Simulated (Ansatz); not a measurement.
A series of calculations on TaNH₃BrF₄

### Relaxation

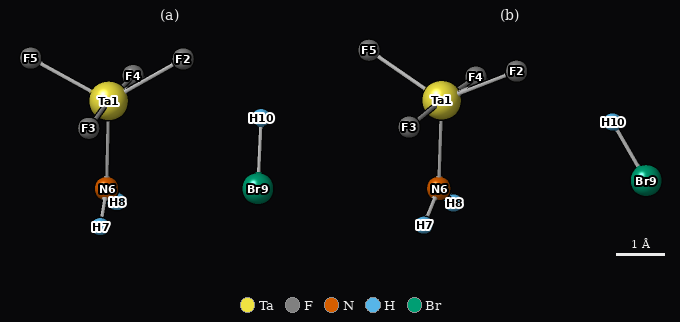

The structure of TaNH₃BrF₄ before (left) and after (right) a relaxation, at one scale.

A ball-and-stick model, seen from a free direction.

The run prepares an end point of a later path (reaction) calculation, from a guessed geometry.

Level of theory: Ansatz, RHF/def2-SVP. Settings: no spin polarisation; force threshold 0.03 eV/Å; at most 50 steps.

Summarise the run.

Answer. Br9 moves most after the best rigid fit: 1.02 Å. Largest moves by element: Br 1.02 Å, F 0.42 Å, H 0.35 Å, N 0.16 Å, Ta 0.15 Å. Among the contacts that change: Br9–H10 1.487 → 1.410 Å, Ta1–F2 1.908 → 1.880 Å, Ta1–F5 1.862 → 1.867 Å. Bond angles that change, for instance: F2–Ta1–N6 124.4° → 118.2°, F2–Ta1–F5 121.5° → 124.7°, F5–Ta1–N6 114.1° → 117.0°. Over 14 accepted moves (16 points after the start) the energy falls by 18.6 kJ/mol. Largest force component: 1.5 eV/Å at the start, 0.03 eV/Å at the end. The line search rejected the trial steps at points 5, 8 of the run. The forces were under the threshold at step 9, but the run went on from there. The run took 25 s on 4 threads of Intel(R) Xeon(R) 6975P-C (Granite Rapids) (shared host), peak memory 0.5 GiB.

Limits of the set-up: Hartree-Fock leaves out electron correlation.

### Relaxation

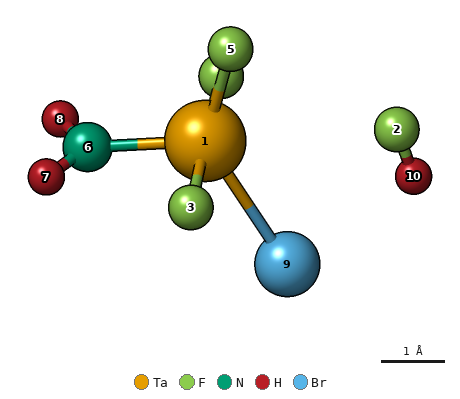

TaNH₃BrF₄, before the relaxation. A ball-and-stick model, seen at a tilt.

The run prepares an end point of a later path (reaction) calculation, from a guessed geometry.

Theory: Ansatz, RHF/def2-SVP.

Input
```yaml
crystal:
  periodic: [false, false, false]
  atoms:
    - { symbol: Ta, position_ang: [-0.111001, -0.745027, 0.172253] }
    - { symbol: F, position_ang: [2.640324, 0.715022, 0.361383] }
    - { symbol: F, position_ang: [-0.44881, -0.381155, 1.983587] }
    - { symbol: F, position_ang: [0.259885, -1.131387, -1.627463] }
    - { symbol: F, position_ang: [-0.279086, 1.062184, -0.235444] }
    - { symbol: "N", position_ang: [-1.798076, -1.653926, 0.025763] }
    - { symbol: H, position_ang: [-2.45653, -1.732954, 0.781924] }
    - { symbol: H, position_ang: [-2.131501, -2.073984, -0.82456] }
    - { symbol: Br, position_ang: [1.809369, -2.372415, 0.903277] }
    - { symbol: H, position_ang: [3.156026, 0.010542, 0.626779] }
basis:
  gaussian: { orbitals: def2-SVP }
hamiltonian:
  xc: hf
relax:
  f_tol: 0.03
  max_steps: 50
```

Launched with:
```bash
ansatz run input.yaml --threads 4 --pin off --max-ram 5120MiB --backend cpu --events-out ev --progress --plain --runs-dir out
```

**What does the optimiser find from here?**

Over 8 accepted moves (10 points after the start) the energy falls by 5.02 kcal/mol. The largest force component goes from 0.89 to 0.019 eV/Å. The line search rejected the trial steps at points 5, 8 of the run. F2 moves most after the best rigid fit: 0.55 Å. Largest moves by element: F 0.55 Å, H 0.31 Å, Br 0.16 Å, Ta 0.14 Å, N 0.14 Å. Among the contacts that change: Ta1–F2 3.120 → 2.429 Å, Ta1–H10 3.384 → 2.930 Å, Ta1–Br9 2.621 → 2.578 Å, Ta1–F5 1.860 → 1.874 Å. New bonds form, among them: Ta1–F2 (3.12 → 2.43 Å). Among the angles between lasting bonds that change: F5–Ta1–Br9 136.9° → 149.0°, N6–Ta1–Br9 111.8° → 105.0°, F5–Ta1–N6 111.3° → 106.0°. Cost: 17 s on 4 threads of Intel(R) Xeon(R) 6975P-C (Granite Rapids), with other jobs on the host, peak memory 0.49 GiB.

The structure at the end:

```xyz
10

Ta    0.0209   -0.6878    0.1789
F     2.1447    0.4801    0.3429
F    -0.2380   -0.2672    1.9946
F     0.4614   -1.0352   -1.6174
F    -0.3255    1.0986   -0.2686
N    -1.6648   -1.6044    0.0458
H    -2.3164   -1.7013    0.8061
H    -2.0017   -2.0395   -0.7965
Br    1.7106   -2.5015    0.8886
H     2.8493   -0.0448    0.5931
```

After the run, drawn alike:

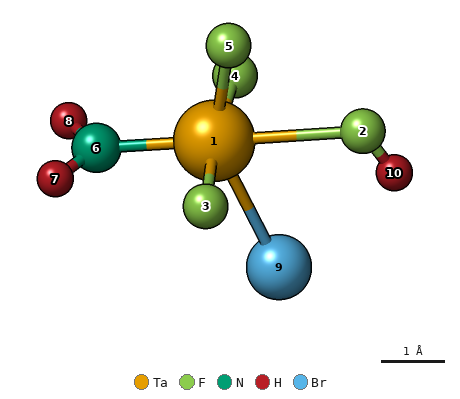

Limits of the set-up: the start holds two separate molecules, 2.8 Å apart at their closest, whose relative position is a soft coordinate and is computed without a dispersion correction; Hartree-Fock leaves out electron correlation.

### Path

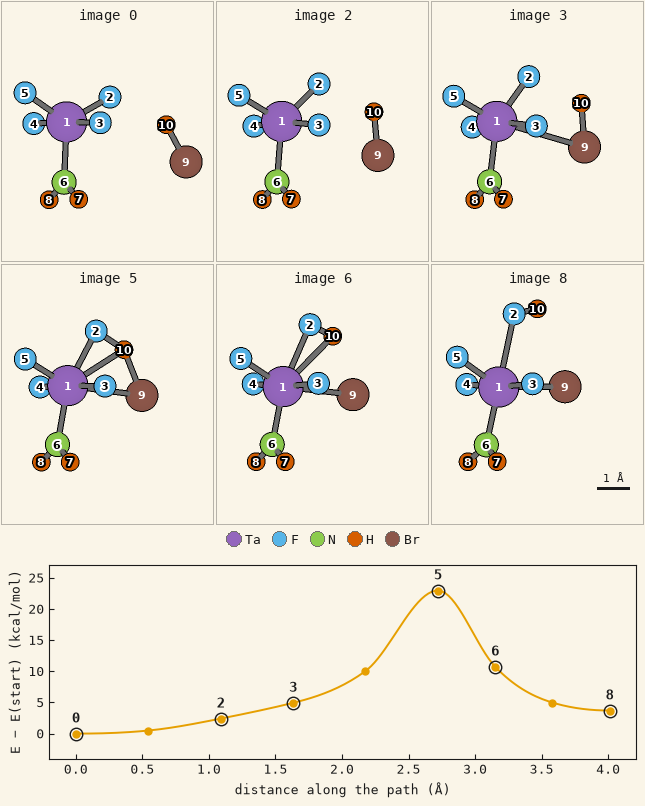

A nudged-elastic-band calculation for TaNH$_{3}$BrF$_{4}$, made up at the start of TaNH₂F₄ and HBr. Images are numbered from 0 (start) to 8 (end). Style: ball-and-stick. Shown at a tilt.

Method: RHF/def2-SVP (Ansatz 0.2.0). Set-up: 7 movable images; climbing image; force threshold 0.05 eV/Å; iteration limit 60; starting path through a guess of the saddle point.

**What happens along the path, and what is the barrier?**

The highest point, image 5, lies 23.0 kcal/mol above the start and 19.3 kcal/mol above the end; the end is at +3.7 kcal/mol relative to the start. Breaking: Br9–H10 (1.41 → 1.62 at the top → 2.72 Å). Forming: F2–H10 (2.34 → 1.23 at the top → 0.91 Å), Ta1–Br9 (4.78 → 2.89 at the top → 2.58 Å). The band is converged.

Limits of the set-up: the start holds two separate molecules, 2.3 Å apart at their closest, whose relative position is a soft coordinate and is computed without a dispersion correction; Hartree-Fock leaves out electron correlation.

Cost: 3.1 min on 4 threads of Intel(R) Xeon(R) 6975P-C (Granite Rapids), with other jobs on the host, peak memory 0.51 GiB.
